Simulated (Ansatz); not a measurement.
**Fields on a plane of K (bcc, W type)**

```
K
1.0
   -2.67212     2.67212     2.67212
    2.67212    -2.67212     2.67212
    2.67212     2.67212    -2.67212
K
1
Direct
  0.00000   0.00000   0.00000
```

The slice is a {211} plane (indices of the conventional cell) through the point (0.000, 0.000, 0.000) (fractional), spanned by u = [111] and v = [1 0 -1] in vectors of this cell: u (4.63 Å) and v (7.56 Å, at 90° to u). It covers one period; positions are fractions (u, v).

Atoms on it: K at (0.00, 0.00).

The numbers are results of r2SCAN (plane waves to 500 eV, PAW, scalar-relativistic; Ansatz, a first-principles code), not measurements. k mesh 12×12×12. Inside the PAW spheres the values are not all-electron values, and peaks at nuclei hang on which shells count as valence. K was relaxed with its symmetry unable to fall. The PAW data are Ansatz's earlier set.

```
v \ u  0.00  0.17  0.33  0.50  0.67  0.83
-----  ----  ----  ----  ----  ----  ----
0.90    0.1  -0.6  -1.7  -1.8  -1.7  -0.6
0.80   -1.4  -1.7  -1.8  -1.8  -1.8  -1.7
0.70   -1.8  -1.8  -1.8  -1.8  -1.8  -1.8
0.60   -1.8  -1.8  -1.8  -1.8  -1.8  -1.8
0.50   -1.8  -1.8  -1.8  -1.8  -1.8  -1.8
0.40   -1.8  -1.8  -1.8  -1.8  -1.8  -1.8
0.30   -1.8  -1.8  -1.8  -1.8  -1.8  -1.8
0.20   -1.4  -1.7  -1.8  -1.8  -1.8  -1.7
0.10    0.1  -0.6  -1.7  -1.8  -1.7  -0.6
0.00    0.6   0.1  -1.5  -1.8  -1.5   0.1
```

Values: log₁₀ of the valence density in e/Å³. The scale is logarithmic, as a density can span decades between atoms and voids.

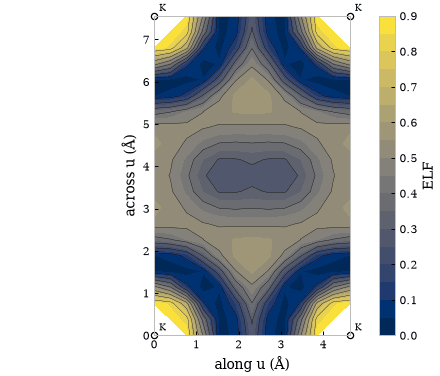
Electron localisation function (ELF), one period of the plane, atoms marked. Points within 0.5 Å of a nucleus are left white, as the pseudised field means little there.
